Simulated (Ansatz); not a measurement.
H$_{2}$O and related structures: several calculations on one system

### Relaxation

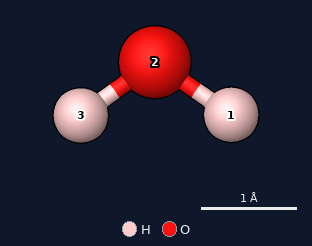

Starting structure of H₂O. Style: ball-and-stick. Shown face on.

It is one of the separated reactants of a reaction.

All numbers below come from RKS PBE0-D4/def2-TZVP in Ansatz 0.2.0.

Input
```yaml
crystal:
  periodic: [false, false, false]
  atoms:
    - {symbol: H, position_ang: [1.492364, -0.214981, 1.698807]}
    - {symbol: O, position_ang: [0.585809, -0.029120, 2.020740]}
    - {symbol: H, position_ang: [0.253298, -0.801150, 2.491989]}
basis:
  gaussian: {orbitals: def2-TZVP}
hamiltonian: {xc: pbe0, dispersion: d4}
relax: {f_tol: 0.005, max_steps: 200}
```

Command:
```bash
ansatz run in.yaml --threads 4 --pin off --events-out ev --progress --plain --max-ram 41984MiB --backend cpu
```

### Where does the relaxation end?

The atom that moves furthest after the best rigid fit is H1 (0.033 Å). By element the largest moves are H 0.033 Å, O 0.015 Å. Among the contacts that change: H1–O2 0.980 → 0.960 Å, O2–H3 0.964 → 0.960 Å. Bond angles that change, for instance: H1–O2–H3 109.1° → 105.0°. The energy falls by 0.55 kcal/mol in 3 geometry steps. Largest force component: 1 eV/Å at the start, 0.00079 eV/Å at the end. The run took of the order of 1.4 core-seconds on a shared host.

Final geometry:

```xyz
3

H     1.4689   -0.2313    1.7161
O     0.5834   -0.0153    2.0160
H     0.2793   -0.7986    2.4795
```

### Relaxation

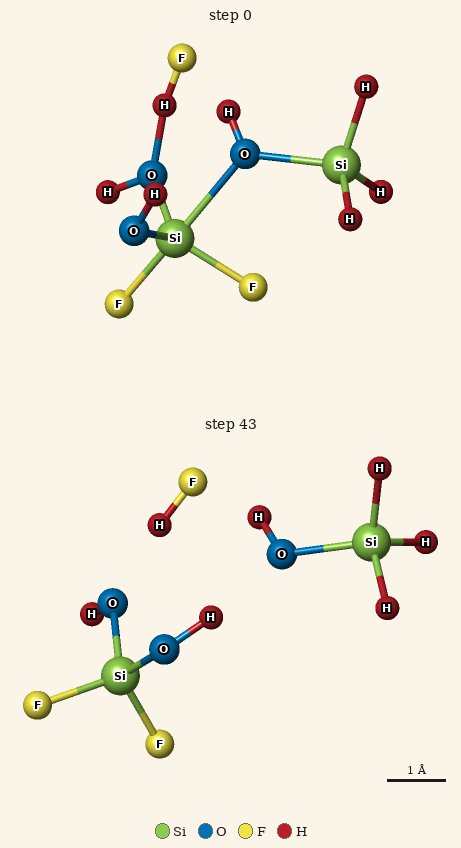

The structure of Si$_{2}$H$_{7}$O$_{3}$F$_{3}$ (started from a transition state, displaced along its imaginary mode) before (top) and after (bottom) a relaxation, at one scale.

The picture is a ball-and-stick view, seen at a tilt.

These are results of RKS PBE0-D4/def2-TZVP in Ansatz 0.2.0, not measurements.

Input
```yaml
crystal:
  periodic: [false, false, false]
  atoms:
    - {symbol: Si, position_ang: [-0.869996, 0.402865, 0.906111]}
    - {symbol: O, position_ang: [0.246982, -0.418792, -0.500537]}
    - {symbol: Si, position_ang: [0.178809, 0.003934, -2.150528]}
    - {symbol: F, position_ang: [-1.327319, 1.372335, -0.288921]}
    - {symbol: F, position_ang: [-1.621737, 1.195618, 2.088955]}
    - {symbol: O, position_ang: [-1.663156, -1.017844, 1.064717]}
    - {symbol: H, position_ang: [1.566957, -0.176417, 1.276427]}
    - {symbol: O, position_ang: [0.649414, 0.607465, 1.627076]}
    - {symbol: H, position_ang: [1.003789, -0.656395, -0.154059]}
    - {symbol: F, position_ang: [2.170371, -0.711275, 0.864961]}
    - {symbol: H, position_ang: [0.554568, 1.410779, -2.355759]}
    - {symbol: H, position_ang: [1.160578, -0.911354, -2.766622]}
    - {symbol: H, position_ang: [-1.195574, -0.283537, -2.620805]}
    - {symbol: H, position_ang: [-1.426496, -1.728946, 0.469974]}
    - {symbol: H, position_ang: [0.572810, 0.911663, 2.538910]}
basis:
  gaussian: {orbitals: def2-TZVP}
hamiltonian: {xc: pbe0, dispersion: d4}
relax: {f_tol: 0.005, max_steps: 200}
```

Command:
```bash
ansatz run in.yaml --threads 4 --pin off --events-out ev --progress --plain --max-ram 41984MiB --backend cuda --devices 0, --max-vram 37GiB
```

What changed between the two?

Answer. F4 moves most after the best rigid fit: 2.04 Å. By element the largest moves are F 2.04 Å, H 1.43 Å, Si 1.09 Å, O 0.76 Å. Near-neighbour distances that change, for instance: Si1–Si3 3.256 → 5.170 Å, Si1–O2 1.975 → 3.651 Å, H7–O8 1.257 → 1.592 Å, O2–H9 0.866 → 0.973 Å. Bonds break, among them: Si1–O2 (1.98 → 3.65 Å). Among the angles between lasting bonds that change: F5–Si1–O8 92.7° → 108.9°, F4–Si1–O8 120.0° → 106.7°, F5–Si1–O6 97.5° → 110.0°. Groups turn about O2–Si3 by about 25°. The energy falls by 135.8 kJ/mol in 42 accepted moves (43 points after the start). The largest force component goes from 7.4 to 0.0031 eV/Å. The line search rejected the trial step at point 3 of the run.

### Reaction

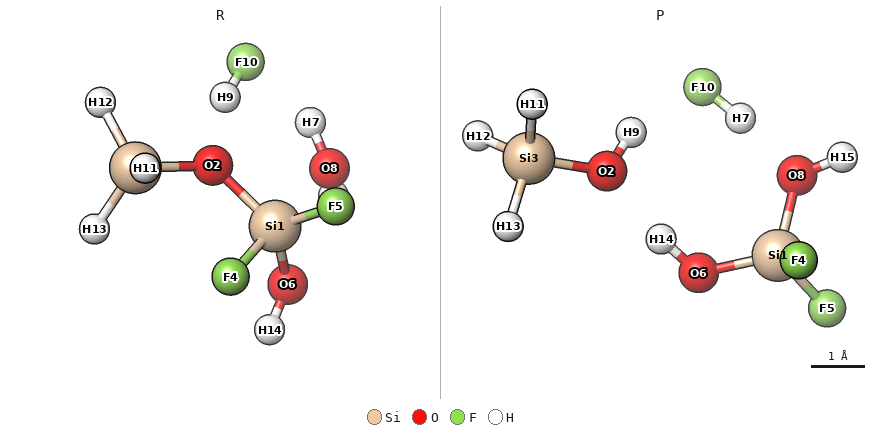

Reactant (R) and product (P) of one elementary step of Si₂H₇O₃F₃. Style: ball-and-stick. Shown at a tilt.

Stationary points at PBE0-D4/def2-TZVP, single-point energies with CCSD(T)/CBS (def2-TZVPP where no basis is named; Ansatz 0.2.0). The energies are electronic, without zero-point or thermal terms, and both ends are the minima reached downhill from the saddle, with any fragments still in contact. CCSD(T)/CBS stands for a frozen-core estimate: MP2 correlation extrapolated from def2-TZVPP and def2-QZVPP, CCSD(T) minus MP2 from the smaller set.

> What is the transition state like, and how high is the barrier?

Counted by bonded pieces, R holds HF + H₂O + Si₂H₄O₂F₂ and P holds HF + SiH₂O₂F₂ + SiH₄O. From R over the saddle to P, bonds form: Si1–O8 (2.01 → 1.78 → 1.65 Å), O2–H9 (1.55 → 1.21 → 0.97 Å), H7–F10 (1.70 → 1.31 → 0.96 Å). Bonds break: Si1–O2 (1.67 → 1.84 → 3.65 Å), H7–O8 (0.98 → 1.07 → 1.59 Å), H9–F10 (0.96 → 1.13 → 1.76 Å). The saddle has one imaginary mode, 509i cm⁻¹. With CCSD(T)/CBS the barrier is 0.63 eV from R and 0.81 eV from P, and P lies 0.18 eV below R.

The saddle point in the same view, with dashed sticks for the bonds that form or break:

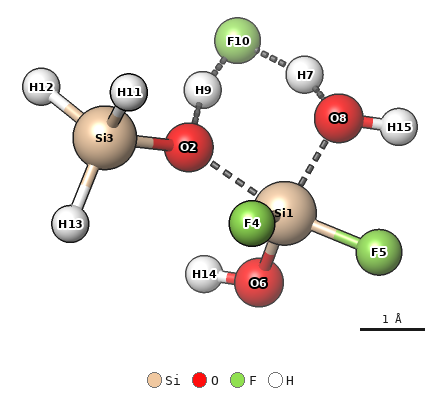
